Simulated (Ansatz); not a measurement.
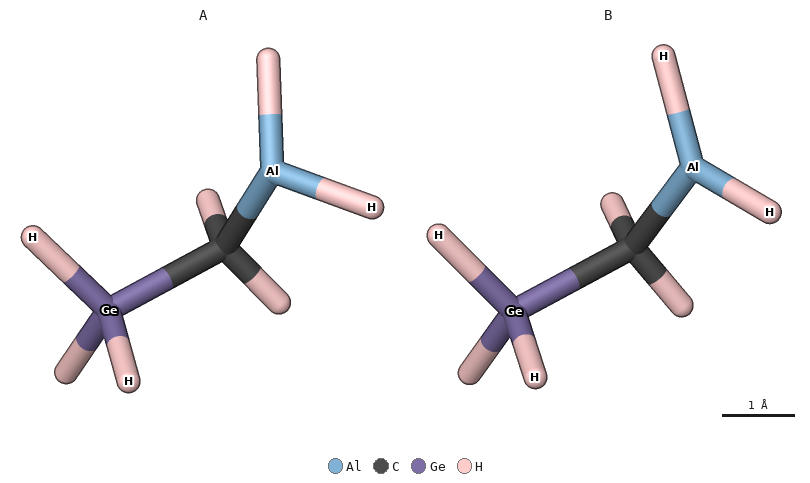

Two geometries of CH7AlGe (coarse preliminary run), drawn at one scale. One is the start of a relaxation, the other its converged end. The picture is a stick view, seen from a free direction.

Theory: RKS PBE-D4/def2-SVP in Ansatz 0.2.0. Settings: force threshold 0.03 eV/Å; at most 200 steps.

Question: Which geometry has the lower energy?

Answer: Structure B is the relaxed one. The start comes from a force field. After 4 accepted moves (5 points after the start) the energy has fallen by 10.1 kcal/mol. The largest force component goes from 1.5 to 0.021 eV/Å. The line search rejected the trial step at point 2 of the run. The atom that moves furthest after the best rigid fit is the Al atom (0.27 Å). Largest moves by element: Al 0.27 Å, H 0.19 Å, C 0.06 Å, Ge 0.02 Å. Near-neighbour distances that change, for instance: Al–H 1.653 → 1.601 Å, C–Ge 1.925 → 1.976 Å, Al–H 1.558 → 1.601 Å, Ge–H 1.512 → 1.555 Å. Among the angles between lasting bonds that change: H–Al–H 112.1° → 120.1°, Al–C–Ge 108.1° → 113.7°, Ge–C–H 109.8° → 106.1°. The run took of the order of 26 core-seconds on a shared host.
